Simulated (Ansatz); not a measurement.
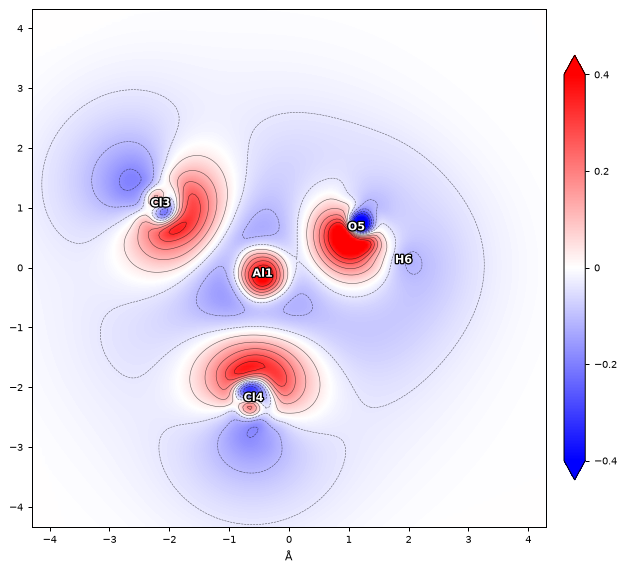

*AlCl$_{2}$HO···H$_{2}$. One frontier orbital on the plane of atoms Cl4, Al1 and O5 (values in Å⁻³ᐟ²; the overall sign is arbitrary).*

Not at a stationary point (largest force 1.5 eV/Å).

Computed with RKS PBE0/6-31G* in Ansatz 0.2.0.

```yaml
atoms:
  - { symbol: Al, position_ang: [0.0374, -0.5952, -0.5086] }
  - { symbol: H, position_ang: [0.1033, -0.0425, 2.1935] }
  - { symbol: Cl, position_ang: [1.8044, 0.4435, -0.8722] }
  - { symbol: Cl, position_ang: [-1.7824, 0.1768, -1.1664] }
  - { symbol: O, position_ang: [0.1175, -2.1635, 0.2439] }
  - { symbol: H, position_ang: [-0.7009, -2.6491, 0.3868] }
  - { symbol: H, position_ang: [0.0921, -0.6950, 1.9069] }
```

> Which orbital is it: HOMO or LUMO?

The LUMO, at −0.90 eV. It lies mainly on Al1 (about 50 %), Cl4 (about 15 %), Cl3 (about 15 %) and O5 (about 10 %).
